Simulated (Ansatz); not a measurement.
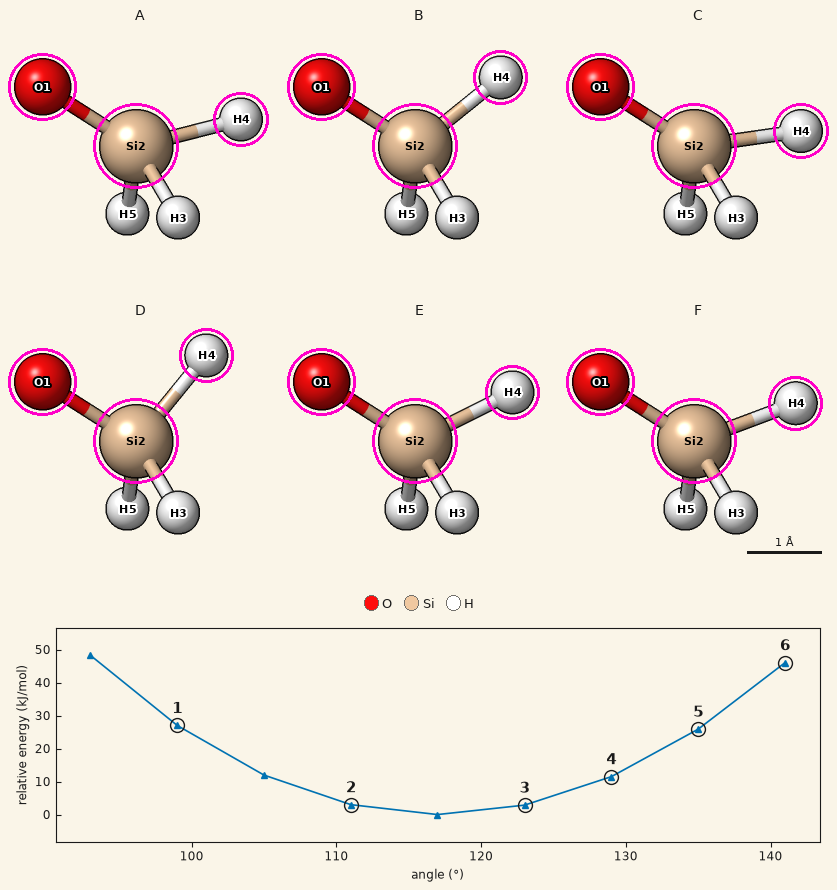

Energy scan for SiH₃O (charge −1), in which the H4–Si2–O1 angle is varied, with the rest of the molecule carried along rigidly. The frames are shuffled; the numbered points of the plot belong to them. The picture is a ball-and-stick view, seen onto the plane of the angle, with a slight tilt. The ringed atoms are those of the scanned coordinate.

Computed with Ansatz: r2SCAN-D4, basis def2-TZVPPD, on geometries moved rigidly from the minimum at PBE0-D4/def2-TZVPD. Energies are counted from the PBE0-D4/def2-TZVPD minimum geometry at the same level.

**Which frame belongs to which numbered point?**

Point 1 is frame D (the angle 99.0°, 27.0 kJ/mol); 2 is frame B (the angle 111.0°, 3.0 kJ/mol); 3 is frame E (the angle 123.0°, 2.9 kJ/mol); 4 is frame F (the angle 129.0°, 11.5 kJ/mol); 5 is frame A (the angle 135.0°, 25.9 kJ/mol); 6 is frame C (the angle 141.0°, 46.0 kJ/mol). The lowest computed point lies at the angle 117.0° (0.0 kJ/mol). The end points stand at 48.3 kJ/mol (93.0°) and 46.0 kJ/mol (141.0°). The curvature at the lowest point is about 5.5 eV/rad².
